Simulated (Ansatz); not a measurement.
GeH5P···H2

The calculation's input:

```
crystal:
  periodic: [false, false, false]
  atoms:
    - {symbol: Ge, position_ang: [-0.336719, 0.964313, -0.146684]}
    - {symbol: H, position_ang: [-1.878075, -2.392428, -0.292634]}
    - {symbol: H, position_ang: [-0.870489, 0.559417, -1.529636]}
    - {symbol: H, position_ang: [-1.442661, 0.756981, 0.900048]}
    - {symbol: H, position_ang: [0.064684, 2.448878, -0.172722]}
    - {symbol: H, position_ang: [-1.157997, -2.437875, -0.099171]}
    - {symbol: P, position_ang: [1.432807, -0.441079, 0.385374]}
    - {symbol: H, position_ang: [1.861922, 0.356971, 1.479343]}
    - {symbol: H, position_ang: [2.326627, 0.184923, -0.524019]}
basis:
  gaussian: {orbitals: def2-TZVPP}
hamiltonian: {xc: pbe0, dispersion: d4}
output: {orbitals: {seedname: orbitals}}
```

Command:

```sh
ansatz run in.yaml --threads 2 --pin off --events-out ev --progress --plain --max-ram 4352MiB
```

The product side of a reaction path; geometry: PBE0-D4/def2-TZVP.

The calculation used RKS PBE0-D4/def2-TZVPP (Ansatz 0.2.0).

**What will maps of the electron density and electron localisation function show?**

Ge1···H6 (3.50 Å): the density falls to about 0.02 e/Å³ on the way; the ELF dips to about 0 between them; a weak contact between the two molecules.
Ge–P (2.32 Å): ρ at the midpoint is about 0.67 e/Å³; the ELF peaks at about 0.90 between the atoms: a shared electron pair.
H–H (0.75 Å): ρ at the midpoint is about 1.8 e/Å³; the ELF is about 1 at the midpoint.
Ge–H (1.54 Å): the density is about 1.1 e/Å³ at the midpoint; the ELF climbs to about 1 towards the hydrogen.

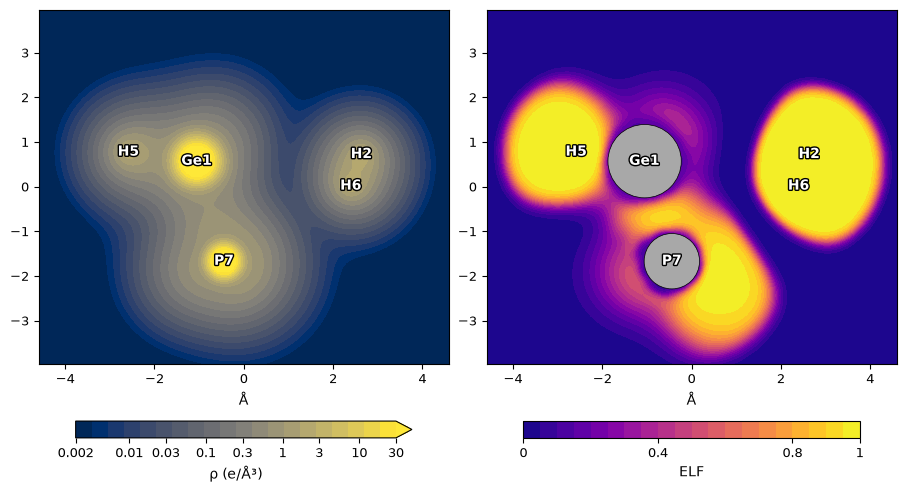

Computed electron density and electron localisation function on the plane of atoms H5, Ge1 and P7, in this order. Grey discs cover the atomic cores in the ELF map. 
